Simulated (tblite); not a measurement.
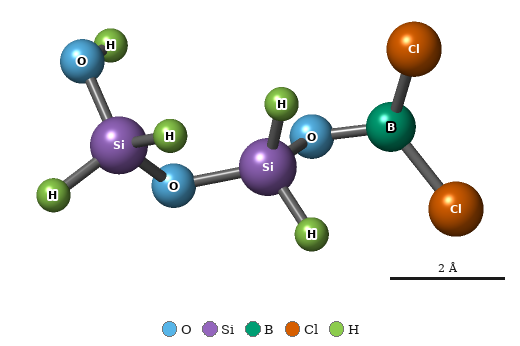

The input geometry (ball-and-stick view, seen at a tilt).

**BSi2H5Cl2O3: geometry relaxation**

- system: BSi2H5Cl2O3, SMILES O[SiH2]O[SiH2]OB(Cl)Cl
- method: GFN2-xTB geometry optimisation, gas phase (tblite 0.8.0)

## Input
```
{"job": {"kind": "relax", "xc": "GFN2-xTB", "basis": "xTB"}, "charge": 0, "multiplicity": 1}
O     -3.078445     0.671190     0.136075
Si    -2.131891    -0.460756    -0.715057
O     -0.709452     0.315708    -1.321861
Si     0.636468     0.074315    -0.314939
O      1.522110     1.537255     0.012670
B      2.639363     1.112171     0.826849
Cl     2.262162     0.492944     2.531782
Cl     4.151998     0.389891     0.053884
H     -2.525986     1.441252     0.340103
H     -2.971537    -0.985962    -1.828515
H     -1.657150    -1.582477     0.149760
H      1.626806    -0.866816    -0.894323
H      0.250782    -0.414710     1.029066
```

The first line tells a small driver script what to run in tblite; the rest is the geometry in Å.

Hardware: 1 CPU thread, shared host.

Command:
```bash
OMP_NUM_THREADS=1 python <driver script> task.json out
```

## Output
```
step      E/eV     max force
  0    -783.75533    3.676
  1    -784.29124    2.275
  2    -784.63954    3.050
  3    -784.80157    0.731
  4    -784.86642    0.535
  5    -784.90180    0.565
  6    -784.96714    0.698
  7    -785.05639    0.922
  8    -785.12041    0.893
  9    -785.16866    0.983
 10    -785.23904    1.020
 11    -785.31742    0.798
 12    -785.39067    0.900
 13    -785.45484    0.778
 14    -785.52707    0.718
 15    -785.58858    0.579
 16    -785.64139    0.786
 17    -785.67952    0.649
 18    -785.71802    0.604
 19    -785.73446    0.704
 20    -785.76244    1.087
 21    -785.79465    0.513
 22    -785.81302    0.261
 23    -785.83375    0.411
 24    -785.84431    0.455
 25    -785.85714    0.356
 26    -785.87127    0.267
 27    -785.88897    0.298
 28    -785.90334    0.297
 29    -785.91244    0.299
 30    -785.92146    0.282
 31    -785.93308    0.250
 32    -785.94179    0.206
 33    -785.94713    0.205
 34    -785.94993    0.127
 35    -785.95278    0.114
 36    -785.95557    0.133
 37    -785.96006    0.194
 38    -785.96400    0.166
 39    -785.96737    0.125
 40    -785.97009    0.134
 41    -785.97276    0.124
 42    -785.97517    0.101
 43    -785.97693    0.097
 44    -785.97834    0.079
 45    -785.97983    0.135
 46    -785.98140    0.125
 47    -785.98327    0.106
 48    -785.98528    0.094
 49    -785.98702    0.105
 50    -785.98862    0.105
 51    -785.99015    0.100
 52    -785.99161    0.085
 53    -785.99312    0.109
 54    -785.99474    0.107
 55    -785.99620    0.067
 56    -785.99715    0.066
 57    -785.99759    0.106
 58    -785.99821    0.068
 59    -785.99863    0.055
 60    -785.99953    0.052
 61    -786.00015    0.081
 62    -786.00115    0.105
 63    -786.00185    0.074
 64    -786.00236    0.079
 65    -786.00272    0.050
 66    -786.00302    0.050
 67    -786.00344    0.061
 68    -786.00432    0.079
 69    -786.00549    0.117
 70    -786.00685    0.110
 71    -786.00833    0.102
 72    -786.00980    0.093
 73    -786.01045    0.143
 74    -786.01210    0.110
 75    -786.01322    0.109
 76    -786.01511    0.175
 77    -786.01639    0.104
 78    -786.01729    0.093
 79    -786.01922    0.115
 80    -786.02015    0.121
 81    -786.02149    0.094
 82    -786.02245    0.080
 83    -786.02384    0.094
 84    -786.02499    0.096
 85    -786.02593    0.075
 86    -786.02489    0.288
 87    -786.02698    0.064
 88    -786.02739    0.055
 89    -786.02815    0.091
 90    -786.02897    0.135
 91    -786.02971    0.081
 92    -786.03079    0.087
 93    -786.03151    0.064
 94    -786.03196    0.079
 95    -786.03241    0.071
 96    -786.03290    0.084
 97    -786.03389    0.156
 98    -786.03459    0.138
 99    -786.03636    0.122
100    -786.03806    0.084
101    -786.03674    0.286
102    -786.03952    0.078
103    -786.03993    0.051
104    -786.04043    0.106
105    -786.04085    0.045
106    -786.04111    0.032
107    -786.04138    0.033
108    -786.04151    0.023
109    -786.04167    0.046
110    -786.04182    0.026
111    -786.04194    0.034
112    -786.04203    0.021
113    -786.04212    0.024
114    -786.04222    0.021
115    -786.04230    0.022
116    -786.04238    0.024
117    -786.04246    0.025
118    -786.04257    0.023
119    -786.04272    0.027
120    -786.04294    0.042
121    -786.04325    0.049
122    -786.04362    0.059
123    -786.04409    0.064
124    -786.04468    0.067
125    -786.04541    0.063
126    -786.04633    0.064
127    -786.04730    0.051
128    -786.04526    0.351
129    -786.04799    0.068
130    -786.04812    0.051
131    -786.04842    0.028
132    -786.04861    0.055
133    -786.04874    0.049
134    -786.04895    0.051
135    -786.04914    0.055
136    -786.04962    0.061
137    -786.05009    0.063
138    -786.05055    0.054
139    -786.05086    0.087
140    -786.05128    0.059
141    -786.05183    0.049
142    -786.05262    0.048
143    -786.05311    0.051
144    -786.05344    0.041
145    -786.05371    0.033
146    -786.05396    0.054
147    -786.05419    0.034
148    -786.05435    0.060
149    -786.05445    0.022
150    -786.05456    0.025
151    -786.05472    0.044
152    -786.05485    0.047
153    -786.05508    0.041
154    -786.05533    0.038
155    -786.05562    0.041
156    -786.05590    0.051
157    -786.05618    0.063
158    -786.05647    0.064
159    -786.05685    0.061
160    -786.05742    0.081
161    -786.05821    0.080
162    -786.05913    0.100
163    -786.06003    0.123
164    -786.06182    0.120
165    -786.06404    0.117
166    -786.06571    0.140
167    -786.06734    0.240
168    -786.07012    0.156
169    -786.07306    0.137
170    -786.07056    0.321
171    -786.07753    0.162
172    -786.07998    0.131
173    -786.08333    0.350
174    -786.08584    0.320
175    -786.08815    0.128
176    -786.09194    0.228
177    -786.09612    0.243
178    -786.10358    0.142
179    -786.10689    0.159
180    -786.10941    0.149
181    -786.11082    0.152
182    -786.11282    0.173
183    -786.11483    0.114
184    -786.11717    0.205
185    -786.11910    0.135
186    -786.12088    0.114
187    -786.12217    0.117
188    -786.12151    0.187
189    -786.12398    0.083
190    -786.12454    0.086
191    -786.12553    0.081
192    -786.12976    0.192
193    -786.13231    0.227
194    -786.13232    0.235
195    -786.13621    0.085
196    -786.13772    0.086
197    -786.14110    0.136
198    -786.14304    0.126
199    -786.14734    0.154
200    -786.14965    0.122
201    -786.14965    0.122
202    -786.15886    0.127
203    -786.16319    0.121
204    -786.16403    0.067
205    -786.16440    0.140
206    -786.16587    0.062
207    -786.16643    0.028
208    -786.16658    0.117
209    -786.16745    0.028
210    -786.16777    0.032
211    -786.16771    0.091
212    -786.16818    0.014
213    -786.16829    0.012
214    -786.16834    0.041
215    -786.16841    0.040
216    -786.16840    0.042
217    -786.16846    0.009
218    -786.16846    0.011
219    -786.16847    0.005
```

## Trajectory as extended XYZ (Å, eV, eV/Å), 8 of the 26 frames kept, from step=0 to step=219
```
13
Properties=species:S:1:pos:R:3:forces:R:3 step=0 energy=-783.75533
O    -3.0784    0.6712    0.1361    2.0310  -0.9740  -1.1140
Si   -2.1319   -0.4608   -0.7151   -0.8050   0.7790   0.1070
O    -0.7095    0.3157   -1.3219    0.7600  -0.9970   2.4720
Si    0.6365    0.0743   -0.3149   -0.5860   1.0240  -0.8730
O     1.5221    1.5373    0.0127    1.9280  -2.6550   1.6560
B     2.6394    1.1122    0.8268   -1.6020  -0.6420  -1.0950
Cl    2.2622    0.4929    2.5318    0.6900   1.0010  -1.4870
Cl    4.1520    0.3899    0.0539   -1.4370   1.1160   0.8310
H    -2.5260    1.4413    0.3401   -0.5640  -0.2170   0.0610
H    -2.9715   -0.9860   -1.8285    0.5840   0.4920   0.3940
H    -1.6572   -1.5825    0.1498   -0.3830   0.5300  -0.3570
H     1.6268   -0.8668   -0.8943   -0.5800   0.3110  -0.1170
H     0.2508   -0.4147    1.0291   -0.0360   0.2320  -0.4790
13
Properties=species:S:1:pos:R:3:forces:R:3 step=36 energy=-785.95557
O    -3.2399    0.8232   -0.1119    0.0240  -0.0170   0.0090
Si   -2.2488   -0.2575   -0.7779    0.0370  -0.1080  -0.0370
O    -0.6883    0.0902   -0.3682   -0.0720   0.0240  -0.0450
Si    0.6869   -0.6595   -0.0322   -0.0560   0.0300   0.1130
O     1.8484    0.4652    0.1837    0.0480   0.0650   0.0750
B     2.8146    1.1161    0.7625   -0.0500   0.0160  -0.0400
Cl    2.6978    1.6550    2.4168   -0.0340  -0.0270  -0.0260
Cl    4.2902    1.4756   -0.0905   -0.1020  -0.0290  -0.0080
H    -2.9602    1.5384    0.4532    0.0600  -0.0020   0.0440
H    -2.3888   -0.1418   -2.2230    0.1060   0.0110   0.0430
H    -2.4973   -1.5991   -0.2520   -0.0490   0.1230  -0.0120
H     1.1723   -1.3985   -1.1808    0.0160  -0.1000  -0.0800
H     0.5282   -1.3832    1.2257    0.0730   0.0140  -0.0360
13
Properties=species:S:1:pos:R:3:forces:R:3 step=63 energy=-786.00185
O    -3.0615    1.0008   -0.1488    0.0360  -0.0320   0.0120
Si   -2.1996   -0.1922   -0.8106   -0.0310   0.0320  -0.0590
O    -0.7260   -0.2112   -0.0866    0.0350   0.0020  -0.0100
Si    0.7140   -0.8864    0.0840   -0.0170  -0.0260  -0.0070
O     1.7907    0.3205    0.2793   -0.0380  -0.0320  -0.0150
B     2.6557    1.1887    0.6985    0.0150   0.0430   0.0240
Cl    2.5549    1.8665    2.3012    0.0020   0.0140   0.0090
Cl    3.9620    1.7013   -0.3271    0.0120   0.0150  -0.0080
H    -2.7326    1.4979    0.5959   -0.0130   0.0300   0.0440
H    -1.9946    0.1226   -2.2155   -0.0170  -0.0110  -0.0140
H    -2.8109   -1.4856   -0.5351    0.0080   0.0090   0.0150
H     1.1335   -1.5392   -1.1459    0.0220  -0.0320   0.0040
H     0.7297   -1.6598    1.3162   -0.0120  -0.0110   0.0060
13
Properties=species:S:1:pos:R:3:forces:R:3 step=99 energy=-786.03636
O    -2.3996    1.2631   -0.0142    0.0530  -0.0170   0.1080
Si   -2.0645   -0.0536   -0.8868    0.0330  -0.0860   0.0340
O    -0.6531   -0.7424   -0.4097   -0.0030   0.0360  -0.0170
Si    0.7839   -1.1783    0.1336   -0.0700   0.0240   0.0060
O     1.6509    0.1793    0.4097    0.0520   0.0740   0.0310
B     2.3021    1.2790    0.6302   -0.0200  -0.0760  -0.0660
Cl    2.1925    2.0970    2.1664   -0.0160  -0.0090  -0.0080
Cl    3.3276    1.9818   -0.5953   -0.0360  -0.0270   0.0430
H    -2.3132    1.2959    0.9382   -0.0300   0.0100  -0.1160
H    -1.9003    0.4538   -2.2366   -0.0070  -0.0070   0.0310
H    -3.0184   -1.1369   -0.6617    0.0030   0.0520  -0.0270
H     1.4969   -1.9046   -0.9043    0.0090   0.0060  -0.0090
H     0.6102   -1.8101    1.4360    0.0330   0.0200  -0.0090
13
Properties=species:S:1:pos:R:3:forces:R:3 step=126 energy=-786.04633
O    -2.0775    1.3281    0.0609   -0.0270  -0.0020   0.0000
Si   -1.9300    0.0030   -0.8491    0.0550   0.0010   0.0050
O    -0.6670   -0.9259   -0.3596    0.0010  -0.0020   0.0070
Si    0.8012   -1.2997    0.1521   -0.0160  -0.0460   0.0410
O     1.6159    0.0845    0.4498    0.0060   0.0430  -0.0060
B     2.0884    1.2863    0.5639   -0.0340  -0.0350   0.0350
Cl    1.8401    2.1966    2.0328    0.0020   0.0020  -0.0250
Cl    2.9960    2.0311   -0.7190    0.0080   0.0060   0.0010
H    -2.2038    1.3311    1.0075    0.0240  -0.0170  -0.0400
H    -1.6270    0.5487   -2.1611   -0.0280  -0.0180   0.0500
H    -3.0480   -0.9241   -0.7134    0.0220   0.0310  -0.0010
H     1.5282   -1.9770   -0.9083    0.0030   0.0020  -0.0350
H     0.6989   -1.9587    1.4489   -0.0180   0.0350  -0.0330
13
Properties=species:S:1:pos:R:3:forces:R:3 step=162 energy=-786.05913
O    -1.6198    1.3797    0.0820   -0.0120   0.0410   0.0320
Si   -1.7946    0.0486   -0.8093   -0.0220  -0.0430  -0.0200
O    -0.6219   -1.0633   -0.5057   -0.0260   0.0160  -0.0120
Si    0.8127   -1.4050    0.1137    0.0120  -0.0530   0.0270
O     1.5112    0.0101    0.5434    0.0150   0.0890   0.0250
B     1.7559    1.2855    0.5572    0.0100  -0.0550  -0.0040
Cl    1.2152    2.2720    1.8909   -0.0040  -0.0190  -0.0230
Cl    2.6461    2.0468   -0.7241    0.0200   0.0520  -0.0050
H    -1.5848    1.4165    1.0353    0.0100  -0.0040  -0.0060
H    -1.6028    0.5699   -2.1488    0.0020  -0.0360  -0.0220
H    -2.9935   -0.7237   -0.5102   -0.0070   0.0410   0.0070
H     1.6331   -2.0293   -0.9059    0.0350   0.0270  -0.0750
H     0.6582   -2.0838    1.3870   -0.0330  -0.0550   0.0760
13
Properties=species:S:1:pos:R:3:forces:R:3 step=189 energy=-786.12398
O    -1.6709    1.5225   -0.5285   -0.0280  -0.0600   0.0440
Si   -1.9911   -0.0545   -0.6195    0.0700   0.0290   0.0010
O    -0.6668   -0.9755   -0.2718   -0.0670   0.0350  -0.0350
Si    0.8729   -1.3442   -0.0804    0.0450  -0.0560   0.0320
O     1.6797   -0.0610    0.5576   -0.0420   0.0290  -0.0540
B     1.8668    1.1948    0.8059    0.0310   0.0470  -0.0130
Cl    0.6818    2.1410    1.6835   -0.0280  -0.0150  -0.0110
Cl    3.3019    2.0141    0.2688    0.0320   0.0160   0.0460
H    -1.3305    1.9597    0.2547    0.0200  -0.0220  -0.0340
H    -2.2769   -0.2693   -2.0265   -0.0040   0.0220   0.0080
H    -2.9671   -0.5122    0.3610    0.0230  -0.0040   0.0010
H     1.5343   -1.5435   -1.3629   -0.0560  -0.0210   0.0140
H     0.9812   -2.3479    0.9637    0.0030   0.0010   0.0010
13
Properties=species:S:1:pos:R:3:forces:R:3 step=219 energy=-786.16847
O    -2.0172    1.3756   -0.5030    0.0020   0.0020   0.0020
Si   -2.1157   -0.2238   -0.3805    0.0000   0.0000  -0.0010
O    -0.6225   -0.9153   -0.2692    0.0020  -0.0010   0.0000
Si    0.9462   -1.1860   -0.3089   -0.0010   0.0000   0.0000
O     1.7967    0.0969    0.2801    0.0000   0.0000   0.0000
B     1.9833    1.2790    0.7688    0.0000   0.0010   0.0000
Cl    0.6516    2.3875    1.0414    0.0020  -0.0010   0.0000
Cl    3.5750    1.8379    1.1879   -0.0020   0.0000   0.0000
H    -1.4225    1.9161    0.0228   -0.0030  -0.0030  -0.0020
H    -2.6763   -0.6609   -1.6468    0.0010   0.0010   0.0020
H    -2.7689   -0.6789    0.8409    0.0000   0.0000  -0.0010
H     1.4323   -1.2707   -1.6766   -0.0010   0.0000   0.0020
H     1.2532   -2.2341    0.6501    0.0000   0.0010  -0.0020
```

## Results in brief

```tsv
quantity	value
outcome	converged
total energy	−786.1685 eV
wall time	11 s
peak memory	0.18 GiB
```
